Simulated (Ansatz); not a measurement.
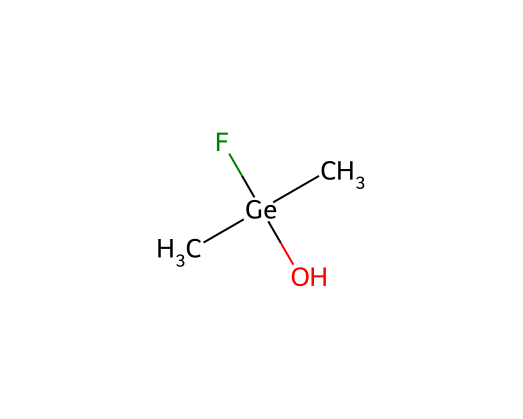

The drawing above gives the connectivity. The geometry was computed by an optimisation with PBE-D4/def2-SVP. No frequency run is at hand to confirm it as a minimum.

What does the molecule look like in three dimensions?

Formula C2H7FGeO. As SMILES it reads `[CH3][Ge]([CH3])([OH])[F]`. Coordination: 2 C tetrahedral; 1 Ge tetrahedral; 1 O bent.

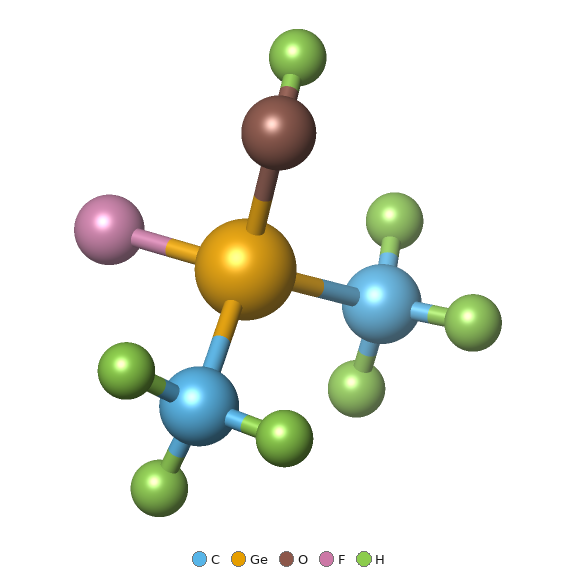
